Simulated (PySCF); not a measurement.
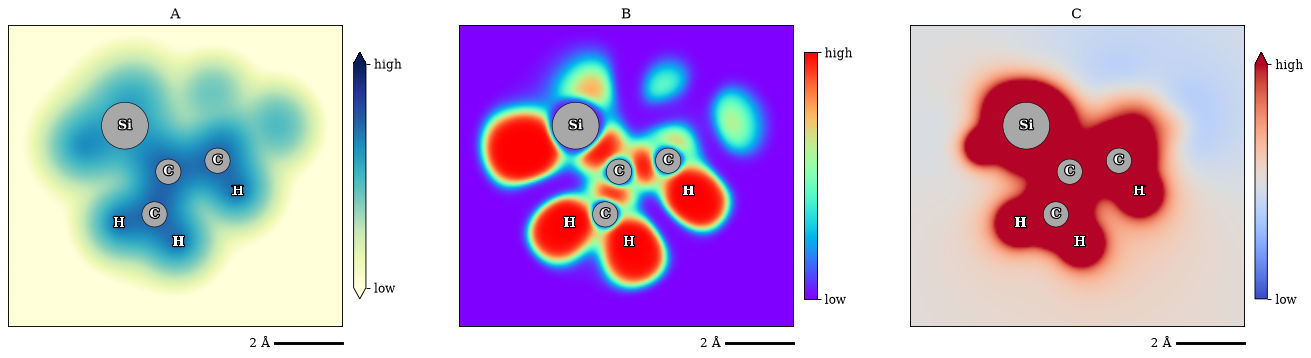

C4H8F2Si (SMILES C=C([SiH3])CC(F)F): 3 fields on the plane of atoms C2, C1 and H9, with unlabelled colour scales. Grey discs cover the atomic cores.

Geometry: PBE0-D3(BJ)/def2-SVP.

Theory: CAM-B3LYP/def2-SVPD, SCF density, gas phase in PySCF 2.14.0.

Q: Match the panels to the quantities (electron density, electron localisation function and electrostatic potential).

A: Panel A: electron density. Panel B: electron localisation function. Panel C: electrostatic potential (strongly positive close to the atoms, with negative regions outside electron-rich atoms). From the grid: C–C (1.34 Å): ρ at the midpoint is about 2.3 e/Å³; the ELF peaks at about 0.90 between the atoms; a short, multiple covalent bond. C–Si (1.89 Å): ρ is about 0.95 e/Å³ halfway; the ELF peaks at about 1 between the atoms: localised, covalent bonding.
